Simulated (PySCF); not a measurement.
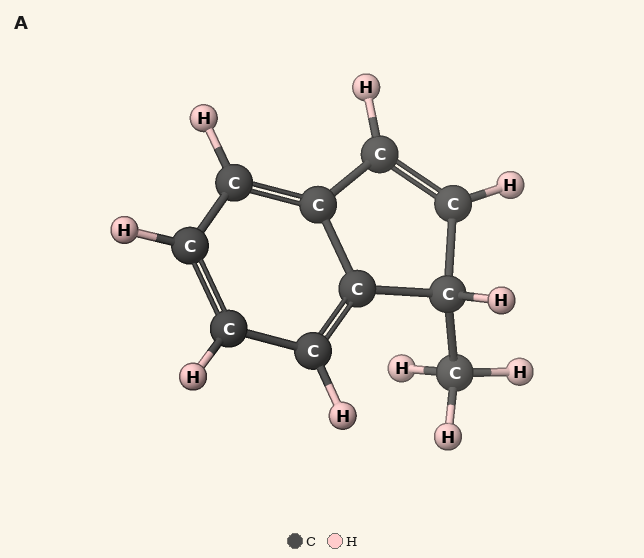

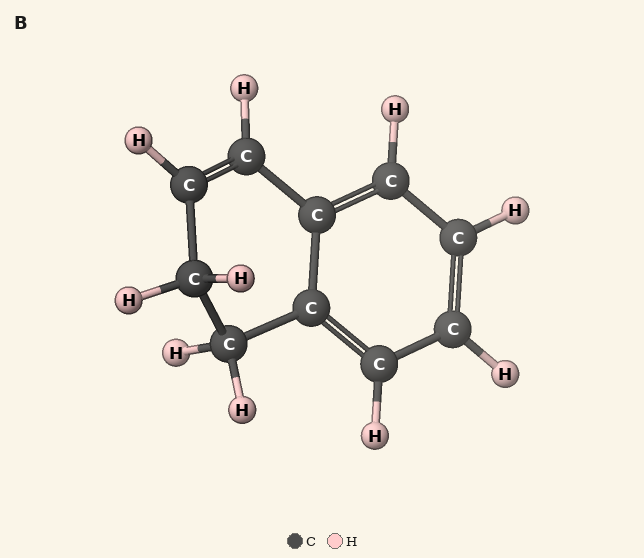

2 stationary structures of one formula. Geometries: GFN2-xTB. Electronic energies: PBE0/pcSseg-1 (PySCF 2.14.0), without zero-point energy. No frequency run is at hand to confirm each as a minimum.

Are they conformers, stereoisomers or constitutional isomers?

They are constitutional isomers of C10H10: A `C[C@H]1C=Cc2ccccc21`, B `C1=Cc2ccccc2CC1`.

Which structure is the most stable?

B is lowest; A lies 0.123 eV above it.
